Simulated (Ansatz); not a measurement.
# Tungsten, diamond under r²SCAN: structure, energy and stiffness, part 2 of 2

The plan for tungsten in the diamond structure: relax it, solve it on a dense k-mesh, switch on spin-orbit coupling, then scale the cell to 7 volumes from 88 to 112 % of the relaxed one and try a fit of the equation of state. The k-meshes are 10×10×10 for the relaxation; 15×15×15 for the dense run; 9×9×9 for spin-orbit coupling; 11×11×11 for the volumes.

Ansatz 0.2.0; DFT, r2SCAN, plane waves (500 eV) with PAW, scalar-relativistic.

## (4) Spin-orbit coupling switched on

This is W in the diamond structure; at room conditions it is bcc.

File input.yaml:

```yaml
crystal:
  lattice:
    - [0.0, 2.8958100925, 2.8958100925]
    - [2.8958100925, 0.0, 2.8958100925]
    - [2.8958100925, 2.8958100925, 0.0]
  atoms:
    - { symbol: W, position: [0.125, 0.125, 0.125] }
    - { symbol: W, position: [0.875, 0.875, 0.875] }
hamiltonian:
  xc: r2scan
  pseudopotentials:
    kind: paw_fr
    azcp:
      W: "pseudopotentials/W.paw.azcp"
basis:
  ecutwfc: 500
  fft_grid_basis: typed
kpoints:
  mp_grid: { grid: [9, 9, 9], shift: [0, 0, 0] }
magnetization:
  noncollinear: true
  spin_orbit: true
scf:
  occupations: { method: fermi_dirac, width: 0.1 }
```

On the command line:

```
ansatz run input.yaml --threads 1 --pin off --max-ram 3584MiB --backend cpu --events-out ev --progress --plain --runs-dir out
```

The log of the run, cut to the lines that bear on the results:

```text
[...]
Pseudopotentials: kind: paw_fr
Pseudopotential: W, paw_fr, valence charge 14, recommended cutoff 500 eV (meta_gga), <dir>
Functional definition: r2SCAN
[...]
non-collinear run that drives no moment, with spin-orbit: no starting moment large enough to seed its density (crystal.atoms[].spin), no starting occupations that ask for one, no magnetisation constraint and no magnetic field, so the semilocal B_xc is pinned to zero
Crystal: 2 atoms, lattice volume = 48.567 Å³
Basis set: ecut = 500 eV, 1243 PW (Γ), exchange–correlation on 120×120×120 points (64 copies of the dense FFT grid, shifted against one another)
Bands: 36, of which v1, the nominal top of the filled ones, is band 28 counted from 1 (27 counted from 0)
Symmetry: 48 space group operations + 48 with time reversal
Magnetic group: BNS 227.129 (UNI 1631), of the structure as read, at distance tolerance 3.6e-5 Å
[...]
spin=Noncollinear: Kerker preconditioning applied to the charge; magnetization (m_x, m_y, m_z) channels mix plain (no charge-response kernel on spin).
[...]
SCF iter   8: F=-20740.460202 eV  HF=-20740.460202 eV  |F-HF|=1.14e-8  |Δ(HF+E_count)|=   6.00e-7  Δρ=5.40e-6  dr2=7.04e-9  dr2_τ=1.82e-10  dr2_m=0.00e0 (ungated)  ethr=3.57e-10  |M|=0.00e0 ∫|m|=0.00e0 μB  |m|>n=0.0e0 m-floor=0.0e0 τ_xc=0.0e0  ⟨swp⟩=3.0  Hψ=1472  notcnv=0
[...]
SCF converged after 8 iterations
Magnetization: |M| = 0.0000 μB,  M = (+0.0000, +0.0000, +0.0000) μB
Absolute magnetization: 0.0000 μB (∫|m|)
  site 0: m = (+0.0000, +0.0000, +0.0000) μB, |m| = 0.0000 μB  (R = 1.03 Å)
  site 1: m = (+0.0000, +0.0000, +0.0000) μB, |m| = 0.0000 μB  (R = 1.03 Å)
Free energy (F): -20740.460202 eV
[...]
E sigma→0 (E₀):  -20740.411954 eV
Entropy (-TS):   -0.096498 eV (-48.249 meV/atom)
Fermi energy:    12.584488 eV
[...]
```

It took 27 s on 1 thread of Intel Xeon Platinum 8259CL at 2.50GHz (Skylake/Cascade Lake), shared host; peak memory 0.66 GiB.

With and without spin-orbit coupling:

|  | scalar-relativistic | with spin-orbit coupling |
| --- | --- | --- |
| k-mesh | 15×15×15 | 9×9×9 |
| gap on the mesh | none (levels filled in part) | none (levels filled in part) |

The meshes differ, so small differences between the columns need not come from spin-orbit coupling.

## (5) At 88 % of the relaxed volume

File input.yaml:

```yaml
crystal:
  lattice:
    - [0.0, 2.7750083959, 2.7750083959]
    - [2.7750083959, 0.0, 2.7750083959]
    - [2.7750083959, 2.7750083959, 0.0]
  atoms:
    - { symbol: W, position: [0.125, 0.125, 0.125] }
    - { symbol: W, position: [0.875, 0.875, 0.875] }
hamiltonian:
  xc: r2scan
  pseudopotentials:
    kind: paw
    azcp:
      W: "pseudopotentials/W.paw.azcp"
basis:
  ecutwfc: 500
  fft_grid_basis: typed
kpoints:
  mp_grid: { grid: [11, 11, 11], shift: [0, 0, 0] }
magnetization:
  spin_polarized: false
scf:
  occupations: { method: fermi_dirac, width: 0.1 }
  lower_state_search: "off"
output:
  stress: true
  write_density: true
  write_potential: true
  elf: true
  volumetric_format: npy
```

On the command line:

```
ansatz run input.yaml --threads 1 --pin off --max-ram 3584MiB --backend cpu --events-out ev --progress --plain --runs-dir out
```

The log of the run, cut to the lines that bear on the results:

```text
[...]
[... 3 set-up lines as earlier in the session ...]
[...]
Crystal: 2 atoms, lattice volume = 42.739 Å³
Basis set: ecut = 500 eV, 1067 PW (Γ), exchange–correlation on 120×120×120 points (64 copies of the dense FFT grid, shifted against one another)
Bands: 18, of which v1, the nominal top of the filled ones, is band 14 counted from 1 (13 counted from 0)
[... 2 set-up lines as earlier in the session ...]
k-points: 56 of 1331
[...]
SCF iter   1: F=-20788.627394 eV  HF=-20788.583167 eV  |F-HF|=4.42e-2  |Δ(HF+E_count)|=         —  Δρ=7.67e-3  dr2=1.72e-2  dr2_τ=8.39e-2  ethr=1.77e-3  ⟨swp⟩=5.0  Hψ=5185  notcnv=0
[...]
SCF iter   7: F=-20788.631105 eV  HF=-20788.631105 eV  |F-HF|=2.05e-8  |Δ(HF+E_count)|=   2.25e-7  Δρ=5.35e-6  dr2=6.51e-9  dr2_τ=5.21e-10  ethr=3.57e-10  ⟨swp⟩=10.1  Hψ=6945  notcnv=0
[...]
SCF converged after 7 iterations
Free energy (F): -20788.631105 eV
[...]
E sigma→0 (E₀):  -20788.592188 eV
Entropy (-TS):   -0.077833 eV (-38.916 meV/atom)
Fermi energy:    14.953045 eV
[...]
--- Stress (GPa, compression-positive) ---
       20.269668       0.000000       0.000000
       -0.000000      20.269668       0.000000
        0.000000       0.000000      20.269668
  P = ⅓ Tr σ = 20.2697 GPa (202.697 kbar)
--- Band table (eV; the first three rows and the last of 56) ---
  k-point 0: bands = ["-59.9164", "-59.3157", "-24.1612", "-24.1612", "-24.1612", "-22.7305", "-22.7305", "-22.7305", "8.0100", "12.4306", "12.4306", "13.5589", "13.5589", "13.5589", "16.7610", "16.7610", "16.7610", "21.4899"]
[...]
```

Wall time 8.5 s (1 thread of Intel Xeon Platinum 8259CL at 2.50GHz (Skylake/Cascade Lake), shared host); peak memory 0.64 GiB.

## (6) At 92 % of the relaxed volume

input.yaml: that of step 5 with these lines changed.

```diff
@@ -2,5 +2,5 @@
   lattice:
-    - [0.0, 2.7750083959, 2.7750083959]
-    - [2.7750083959, 0.0, 2.7750083959]
-    - [2.7750083959, 2.7750083959, 0.0]
+    - [0.0, 2.8164325389, 2.8164325389]
+    - [2.8164325389, 0.0, 2.8164325389]
+    - [2.8164325389, 2.8164325389, 0.0]
   atoms:
@@ -26,5 +26 @@
   stress: true
-  write_density: true
-  write_potential: true
-  elf: true
-  volumetric_format: npy
```

On the command line:

```
ansatz run input.yaml --threads 1 --pin off --max-ram 3584MiB --backend cpu --events-out ev --progress --plain --runs-dir out
```

The log of the run, cut to the lines that bear on the results:

```text
[...]
[... 3 set-up lines as earlier in the session ...]
[...]
Crystal: 2 atoms, lattice volume = 44.682 Å³
Basis set: ecut = 500 eV, 1139 PW (Γ), exchange–correlation on 120×120×120 points (64 copies of the dense FFT grid, shifted against one another)
Bands: 18, of which v1, the nominal top of the filled ones, is band 14 counted from 1 (13 counted from 0)
[... 2 set-up lines as earlier in the session ...]
k-points: 56 of 1331
[...]
SCF iter   1: F=-20788.821675 eV  HF=-20788.786446 eV  |F-HF|=3.52e-2  |Δ(HF+E_count)|=         —  Δρ=7.39e-3  dr2=1.91e-2  dr2_τ=7.48e-2  ethr=1.77e-3  ⟨swp⟩=5.1  Hψ=5177  notcnv=0
[...]
SCF iter   7: F=-20788.826355 eV  HF=-20788.826355 eV  |F-HF|=1.91e-8  |Δ(HF+E_count)|=   2.62e-7  Δρ=4.69e-6  dr2=6.50e-9  dr2_τ=3.12e-10  ethr=3.57e-10  ⟨swp⟩=4.9  Hψ=3344  notcnv=0
[...]
SCF converged after 7 iterations
Free energy (F): -20788.826355 eV
[...]
E sigma→0 (E₀):  -20788.785420 eV
Entropy (-TS):   -0.081869 eV (-40.935 meV/atom)
Fermi energy:    14.095546 eV
[...]
--- Stress (GPa, compression-positive) ---
       12.198099       0.000000       0.000000
        0.000000      12.198099       0.000000
       -0.000000       0.000000      12.198099
  P = ⅓ Tr σ = 12.1981 GPa (121.981 kbar)
```

Run time: 8.6 s. Hardware: 1 thread of Intel Xeon Platinum 8259CL at 2.50GHz (Skylake/Cascade Lake), shared host; peak memory 0.63 GiB.

## (7) At 96 % of the relaxed volume

input.yaml: that of step 6 with these lines changed.

```diff
@@ -2,5 +2,5 @@
   lattice:
-    - [0.0, 2.8164325389, 2.8164325389]
-    - [2.8164325389, 0.0, 2.8164325389]
-    - [2.8164325389, 2.8164325389, 0.0]
+    - [0.0, 2.8566727261, 2.8566727261]
+    - [2.8566727261, 0.0, 2.8566727261]
+    - [2.8566727261, 2.8566727261, 0.0]
   atoms:
@@ -26 +26,5 @@
   stress: true
+  write_density: true
+  write_potential: true
+  elf: true
+  volumetric_format: npy
```

On the command line:

```
ansatz run input.yaml --threads 1 --pin off --max-ram 3584MiB --backend cpu --events-out ev --progress --plain --runs-dir out
```

The log of the run, cut to the lines that bear on the results:

```text
[...]
[... 3 set-up lines as earlier in the session ...]
[...]
Crystal: 2 atoms, lattice volume = 46.624 Å³
Basis set: ecut = 500 eV, 1243 PW (Γ), exchange–correlation on 120×120×120 points (64 copies of the dense FFT grid, shifted against one another)
Bands: 18, of which v1, the nominal top of the filled ones, is band 14 counted from 1 (13 counted from 0)
[... 2 set-up lines as earlier in the session ...]
k-points: 56 of 1331
[...]
SCF iter   1: F=-20788.926482 eV  HF=-20788.899661 eV  |F-HF|=2.68e-2  |Δ(HF+E_count)|=         —  Δρ=7.35e-3  dr2=2.26e-2  dr2_τ=6.78e-2  ethr=1.77e-3  ⟨swp⟩=5.1  Hψ=5173  notcnv=0
[...]
SCF iter   7: F=-20788.932604 eV  HF=-20788.932604 eV  |F-HF|=1.63e-8  |Δ(HF+E_count)|=   3.22e-7  Δρ=4.85e-6  dr2=8.62e-9  dr2_τ=6.44e-10  ethr=3.57e-10  ⟨swp⟩=9.9  Hψ=6928  notcnv=0
[...]
SCF converged after 7 iterations
Free energy (F): -20788.932604 eV
[...]
E sigma→0 (E₀):  -20788.889997 eV
Entropy (-TS):   -0.085215 eV (-42.607 meV/atom)
Fermi energy:    13.312298 eV
[...]
--- Stress (GPa, compression-positive) ---
        5.539128      -0.000000      -0.000000
        0.000000       5.539128      -0.000000
       -0.000000      -0.000000       5.539128
  P = ⅓ Tr σ = 5.5391 GPa (55.391 kbar)
--- Band table (eV; the first three rows and the last of 56) ---
  k-point 0: bands = ["-61.5399", "-61.1032", "-25.6511", "-25.6511", "-25.6511", "-24.5054", "-24.5054", "-24.5054", "6.7345", "11.2041", "11.2041", "12.0479", "12.0479", "12.0479", "15.0279", "15.0279", "15.0279", "19.2930"]
[...]
```

It took 10 s on 1 thread of Intel Xeon Platinum 8259CL at 2.50GHz (Skylake/Cascade Lake), shared host; peak memory 0.65 GiB.

## (8) At 100 % of the relaxed volume

input.yaml: that of step 7 with these lines changed.

```diff
@@ -2,5 +2,5 @@
   lattice:
-    - [0.0, 2.8566727261, 2.8566727261]
-    - [2.8566727261, 0.0, 2.8566727261]
-    - [2.8566727261, 2.8566727261, 0.0]
+    - [0.0, 2.8958100925, 2.8958100925]
+    - [2.8958100925, 0.0, 2.8958100925]
+    - [2.8958100925, 2.8958100925, 0.0]
   atoms:
@@ -26,5 +26 @@
   stress: true
-  write_density: true
-  write_potential: true
-  elf: true
-  volumetric_format: npy
```

On the command line:

```
ansatz run input.yaml --threads 1 --pin off --max-ram 3584MiB --backend cpu --events-out ev --progress --plain --runs-dir out
```

The log of the run, cut to the lines that bear on the results:

```text
[...]
[... 3 set-up lines as earlier in the session ...]
[...]
Crystal: 2 atoms, lattice volume = 48.567 Å³
Basis set: ecut = 500 eV, 1243 PW (Γ), exchange–correlation on 120×120×120 points (64 copies of the dense FFT grid, shifted against one another)
Bands: 18, of which v1, the nominal top of the filled ones, is band 14 counted from 1 (13 counted from 0)
[... 2 set-up lines as earlier in the session ...]
k-points: 56 of 1331
[...]
SCF iter   1: F=-20788.957429 eV  HF=-20788.938369 eV  |F-HF|=1.91e-2  |Δ(HF+E_count)|=         —  Δρ=7.49e-3  dr2=2.72e-2  dr2_τ=6.23e-2  ethr=1.77e-3  ⟨swp⟩=5.1  Hψ=5144  notcnv=0
[...]
SCF iter   7: F=-20788.965315 eV  HF=-20788.965315 eV  |F-HF|=1.63e-8  |Δ(HF+E_count)|=   4.39e-7  Δρ=6.90e-6  dr2=1.53e-8  dr2_τ=2.53e-9  ethr=3.57e-10  ⟨swp⟩=5.0  Hψ=3601  notcnv=0
[...]
SCF converged after 7 iterations
Free energy (F): -20788.965315 eV
[...]
E sigma→0 (E₀):  -20788.921130 eV
Entropy (-TS):   -0.088371 eV (-44.185 meV/atom)
Fermi energy:    12.595000 eV
[...]
--- Stress (GPa, compression-positive) ---
        0.028474       0.000000       0.000000
        0.000000       0.028474       0.000000
       -0.000000      -0.000000       0.028474
  P = ⅓ Tr σ = 0.0285 GPa (0.285 kbar)
```

It took 7.8 s on 1 thread of Intel Xeon Platinum 8259CL at 2.50GHz (Skylake/Cascade Lake), shared host; peak memory 0.64 GiB.

## (9) At 104 % of the relaxed volume

input.yaml: that of step 8 with these lines changed.

```diff
@@ -2,5 +2,5 @@
   lattice:
-    - [0.0, 2.8958100925, 2.8958100925]
-    - [2.8958100925, 0.0, 2.8958100925]
-    - [2.8958100925, 2.8958100925, 0.0]
+    - [0.0, 2.9339172269, 2.9339172269]
+    - [2.9339172269, 0.0, 2.9339172269]
+    - [2.9339172269, 2.9339172269, 0.0]
   atoms:
```

On the command line:

```
ansatz run input.yaml --threads 1 --pin off --max-ram 3584MiB --backend cpu --events-out ev --progress --plain --runs-dir out
```

The log of the run, cut to the lines that bear on the results:

```text
[...]
[... 3 set-up lines as earlier in the session ...]
[...]
Crystal: 2 atoms, lattice volume = 50.510 Å³
Basis set: ecut = 500 eV, 1243 PW (Γ), exchange–correlation on 128×128×128 points (64 copies of the dense FFT grid, shifted against one another)
Bands: 18, of which v1, the nominal top of the filled ones, is band 14 counted from 1 (13 counted from 0)
[... 1 set-up line as earlier in the session ...]
Space group: Fd-3m (ITA 227), of the structure as read, at distance tolerance 3.7e-5 Å
k-points: 56 of 1331
[...]
SCF iter   1: F=-20788.927253 eV  HF=-20788.915242 eV  |F-HF|=1.20e-2  |Δ(HF+E_count)|=         —  Δρ=7.76e-3  dr2=3.27e-2  dr2_τ=5.79e-2  ethr=1.77e-3  ⟨swp⟩=5.1  Hψ=5139  notcnv=0
[...]
SCF iter   7: F=-20788.937118 eV  HF=-20788.937118 eV  |F-HF|=1.60e-8  |Δ(HF+E_count)|=   4.85e-7  Δρ=7.63e-6  dr2=1.64e-8  dr2_τ=3.72e-9  ethr=3.57e-10  ⟨swp⟩=5.0  Hψ=3631  notcnv=0
[...]
SCF converged after 7 iterations
Free energy (F): -20788.937118 eV
[...]
E sigma→0 (E₀):  -20788.891405 eV
Entropy (-TS):   -0.091425 eV (-45.712 meV/atom)
Fermi energy:    11.936452 eV
[...]
--- Stress (GPa, compression-positive) ---
       -4.535195       0.000000       0.000000
       -0.000000      -4.535195      -0.000000
       -0.000000      -0.000000      -4.535195
  P = ⅓ Tr σ = -4.5352 GPa (-45.352 kbar)
```

Wall time 7 s (1 thread of Intel Xeon Platinum 8259CL at 2.50GHz (Skylake/Cascade Lake), shared host); peak memory 0.67 GiB.

## (10) At 108 % of the relaxed volume

input.yaml: that of step 9 with these lines changed.

```diff
@@ -2,5 +2,5 @@
   lattice:
-    - [0.0, 2.9339172269, 2.9339172269]
-    - [2.9339172269, 0.0, 2.9339172269]
-    - [2.9339172269, 2.9339172269, 0.0]
+    - [0.0, 2.9710593626, 2.9710593626]
+    - [2.9710593626, 0.0, 2.9710593626]
+    - [2.9710593626, 2.9710593626, 0.0]
   atoms:
```

On the command line:

```
ansatz run input.yaml --threads 1 --pin off --max-ram 3584MiB --backend cpu --events-out ev --progress --plain --runs-dir out
```

The log of the run, cut to the lines that bear on the results:

```text
[...]
[... 3 set-up lines as earlier in the session ...]
[...]
Crystal: 2 atoms, lattice volume = 52.452 Å³
Basis set: ecut = 500 eV, 1363 PW (Γ), exchange–correlation on 128×128×128 points (64 copies of the dense FFT grid, shifted against one another)
Bands: 18, of which v1, the nominal top of the filled ones, is band 14 counted from 1 (13 counted from 0)
[... 2 set-up lines as earlier in the session ...]
k-points: 56 of 1331
[...]
SCF iter   1: F=-20788.846486 eV  HF=-20788.840743 eV  |F-HF|=5.74e-3  |Δ(HF+E_count)|=         —  Δρ=8.08e-3  dr2=3.86e-2  dr2_τ=5.43e-2  ethr=1.77e-3  ⟨swp⟩=5.1  Hψ=5134  notcnv=0
[...]
SCF iter   7: F=-20788.858495 eV  HF=-20788.858495 eV  |F-HF|=1.70e-8  |Δ(HF+E_count)|=   4.54e-7  Δρ=7.39e-6  dr2=1.50e-8  dr2_τ=4.08e-9  ethr=3.57e-10  ⟨swp⟩=5.0  Hψ=3567  notcnv=0
[...]
SCF converged after 7 iterations
Free energy (F): -20788.858495 eV
[...]
E sigma→0 (E₀):  -20788.811330 eV
Entropy (-TS):   -0.094330 eV (-47.165 meV/atom)
Fermi energy:    11.329961 eV
[...]
--- Stress (GPa, compression-positive) ---
       -8.315101       0.000000       0.000000
        0.000000      -8.315101      -0.000000
       -0.000000       0.000000      -8.315101
  P = ⅓ Tr σ = -8.3151 GPa (-83.151 kbar)
```

Run time: 8 s. Hardware: 1 thread of Intel Xeon Platinum 8259CL at 2.50GHz (Skylake/Cascade Lake), shared host; peak memory 0.67 GiB.

## (11) At 112 % of the relaxed volume

input.yaml: that of step 10 with these lines changed.

```diff
@@ -2,5 +2,5 @@
   lattice:
-    - [0.0, 2.9710593626, 2.9710593626]
-    - [2.9710593626, 0.0, 2.9710593626]
-    - [2.9710593626, 2.9710593626, 0.0]
+    - [0.0, 3.0072953651, 3.0072953651]
+    - [3.0072953651, 0.0, 3.0072953651]
+    - [3.0072953651, 3.0072953651, 0.0]
   atoms:
@@ -26 +26,5 @@
   stress: true
+  write_density: true
+  write_potential: true
+  elf: true
+  volumetric_format: npy
```

On the command line:

```
ansatz run input.yaml --threads 1 --pin off --max-ram 3584MiB --backend cpu --events-out ev --progress --plain --runs-dir out
```

The log of the run, cut to the lines that bear on the results:

```text
[...]
[... 3 set-up lines as earlier in the session ...]
[...]
Crystal: 2 atoms, lattice volume = 54.395 Å³
Basis set: ecut = 500 eV, 1411 PW (Γ), exchange–correlation on 128×128×128 points (64 copies of the dense FFT grid, shifted against one another)
Bands: 18, of which v1, the nominal top of the filled ones, is band 14 counted from 1 (13 counted from 0)
[... 1 set-up line as earlier in the session ...]
Space group: Fd-3m (ITA 227), of the structure as read, at distance tolerance 3.8e-5 Å
k-points: 56 of 1331
[...]
SCF iter   1: F=-20788.724030 eV  HF=-20788.723644 eV  |F-HF|=3.86e-4  |Δ(HF+E_count)|=         —  Δρ=8.40e-3  dr2=4.44e-2  dr2_τ=5.13e-2  ethr=1.77e-3  ⟨swp⟩=5.1  Hψ=5115  notcnv=0
[...]
SCF iter   7: F=-20788.738107 eV  HF=-20788.738107 eV  |F-HF|=1.04e-8  |Δ(HF+E_count)|=   4.07e-7  Δρ=5.10e-6  dr2=1.03e-8  dr2_τ=1.94e-9  ethr=3.57e-10  ⟨swp⟩=9.9  Hψ=7001  notcnv=0
[...]
SCF converged after 7 iterations
Free energy (F): -20788.738107 eV
[...]
E sigma→0 (E₀):  -20788.689542 eV
Entropy (-TS):   -0.097131 eV (-48.566 meV/atom)
Fermi energy:    10.769501 eV
[...]
--- Stress (GPa, compression-positive) ---
      -11.442647       0.000000      -0.000000
       -0.000000     -11.442647       0.000000
       -0.000000      -0.000000     -11.442647
  P = ⅓ Tr σ = -11.4426 GPa (-114.426 kbar)
--- Band table (eV; the first three rows and the last of 56) ---
  k-point 0: bands = ["-64.2068", "-63.9655", "-28.1144", "-28.1144", "-28.1144", "-27.3603", "-27.3603", "-27.3603", "4.7722", "9.2283", "9.2283", "9.6749", "9.6749", "9.6749", "12.3084", "12.3084", "12.3084", "15.8049"]
[...]
```

Run time: 15 s. Hardware: 1 thread of Intel Xeon Platinum 8259CL at 2.50GHz (Skylake/Cascade Lake), shared host; peak memory 0.67 GiB.

## (12) Fitting the volumes

The cell was scaled evenly, with its shape and the fractional positions fixed.

| V (Å³/atom) | E − E₀ (meV/atom) | P from the stress (GPa) | P from the fit (GPa) |
| --- | --- | --- | --- |
| 21.369 | 164.4 | 20.27 | 20.10 |
| 22.341 | 67.8 | 12.20 | 12.05 |
| 23.312 | 15.5 | 5.54 | 5.40 |
| 24.283 | 0.0 | 0.03 | -0.10 |
| 25.255 | 14.8 | -4.54 | -4.65 |
| 26.226 | 54.9 | -8.32 | -8.43 |
| 27.197 | 115.8 | -11.44 | -11.57 |

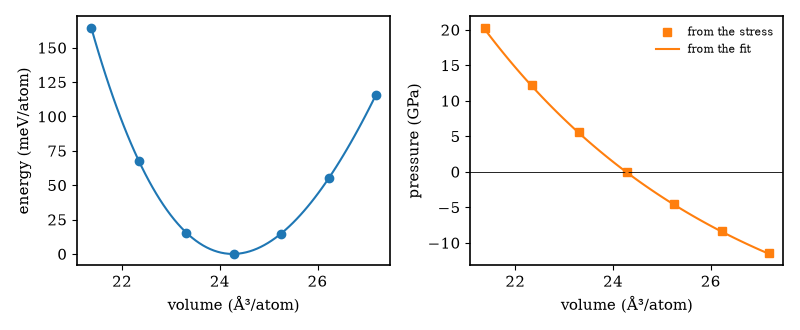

Energy and pressure against volume; the lines are the Birch-Murnaghan fit.

Fit (Birch-Murnaghan, third order): V₀ = 24.265 Å³/atom, B₀ = 125 GPa, B₀′ = 3.7, largest residual 0.03 meV/atom.

Fit and stress differ a little: one follows E(σ → 0), the other the smeared free energy.

## (13) What came out

This closing draws on all 2 parts.

| quantity | value |
| --- | --- |
| space group (spins left aside) | Fd-3m (No. 227) |
| conventional cell | a = 5.792 Å |
| volume | 24.283 Å³/atom |
| shortest distance | 2.508 Å |
| gap on the mesh | none (levels filled in part) |
| relative to bcc | +2842 meV/atom |
| highest ELF outside the cores | 0.53, 1.25 Å from the nearest atom |
| V₀, B₀, B₀′ | 24.265 Å³/atom, 125 GPa, 3.7 |

In words: The relaxation enlarged the cell by 13.5 % in volume. Against the reference form of tungsten (bcc, computed apart with the same settings) it stands 2842 meV/atom higher, so it is far from stable. Levels at the Fermi energy are filled in part, as in a metal. Totals with and without spin-orbit coupling (+24.3 eV/atom apart) can't be read as binding, since the two-component data shift the zero of energy. B₀ comes out at 125 GPa. The symmetry was held, so the structure may be unstable against distortions that break it.
